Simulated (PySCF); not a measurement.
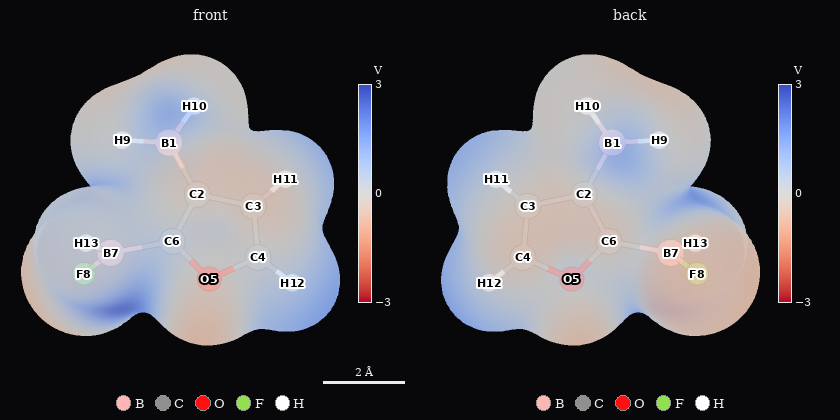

Figure. C4H5B2FO (SMILES Bc1ccoc1BF). The molecular electrostatic potential painted on the density surface at 0.002 e/bohr³, seen from the front and from behind; the colour scale runs from red (negative) to blue (positive).

Geometry: GFN2-xTB.

These are results of PBE0/pcSseg-1, SCF density, gas phase, non-relativistic in PySCF 2.14.0, not measurements.

```yaml
atoms:
  - { symbol: B, position_ang: [1.8529, 0.1904, -0.6039] }
  - { symbol: C, position_ang: [0.4618, -0.3124, -0.2263] }
  - { symbol: C, position_ang: [-0.0954, -1.6254, -0.3709] }
  - { symbol: C, position_ang: [-1.3642, -1.5667, 0.0958] }
  - { symbol: O, position_ang: [-1.6554, -0.3180, 0.5200] }
  - { symbol: C, position_ang: [-0.5634, 0.4446, 0.3310] }
  - { symbol: B, position_ang: [-0.5449, 1.9661, 0.7209] }
  - { symbol: F, position_ang: [-0.9413, 2.8576, -0.1528] }
  - { symbol: H, position_ang: [2.1362, 1.3017, -0.3695] }
  - { symbol: H, position_ang: [2.6203, -0.5267, -1.1161] }
  - { symbol: H, position_ang: [0.4079, -2.4815, -0.7711] }
  - { symbol: H, position_ang: [-2.1415, -2.3002, 0.1832] }
  - { symbol: H, position_ang: [-0.1729, 2.3704, 1.7596] }
```

Describe the electrostatic potential map.

Answer. The most negative region (about −0.6 V) lies over F8, the most positive (about +2.1 V) over B7.
